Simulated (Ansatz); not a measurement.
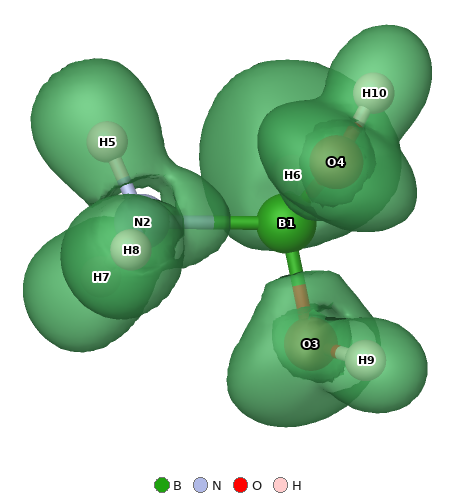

*BH$_{6}$NO$_{2}$. Isosurface of the ELF at 0.75 (green), seen across its widest extent. Only the valence region is drawn (cores and ρ < 0.01 e/Å³ removed).*

The product side of a reaction path; geometry: PBE0-D4/def2-TZVP.

Theory: RKS PBE0-D4/def2-TZVPP (Ansatz).

The calculation's input:

```
crystal:
  periodic: [false, false, false]
  atoms:
    - {symbol: B, position_ang: [-0.543205, -0.169665, 0.063996]}
    - {symbol: N, position_ang: [1.161152, -0.264244, 0.050027]}
    - {symbol: O, position_ang: [-0.862243, -0.351765, -1.315115]}
    - {symbol: O, position_ang: [-0.816191, 1.146889, 0.557923]}
    - {symbol: H, position_ang: [1.555707, -0.285862, 0.984005]}
    - {symbol: H, position_ang: [-0.860846, -1.093129, 0.802295]}
    - {symbol: H, position_ang: [1.452014, -1.091475, -0.460016]}
    - {symbol: H, position_ang: [1.509395, 0.556831, -0.436792]}
    - {symbol: H, position_ang: [-1.311480, 0.431648, -1.637063]}
    - {symbol: H, position_ang: [-1.284401, 1.120972, 1.390640]}
basis:
  gaussian: {orbitals: def2-TZVPP}
hamiltonian: {xc: pbe0, dispersion: d4}
output: {orbitals: {seedname: orbitals}}
```

Launched as:

```sh
ansatz run in.yaml --threads 4 --pin off --events-out ev --progress --plain --max-ram 9574MiB
```

> What do the ELF domains correspond to?

At this value the surface marks out one region around a hydrogen nucleus, one joined region spread over several atoms (H, N), in which their bonds and any lone pairs are merged and two joined regions spread over several atoms (H, O), in which their bonds and any lone pairs are merged. Profiles from the grid: B–O (1.43 Å): the ELF peaks at about 0.90 between the atoms (a shared but strongly polarised pair). B–N (1.71 Å): the ELF peaks at about 0.95 between the atoms: a shared but strongly polarised pair.
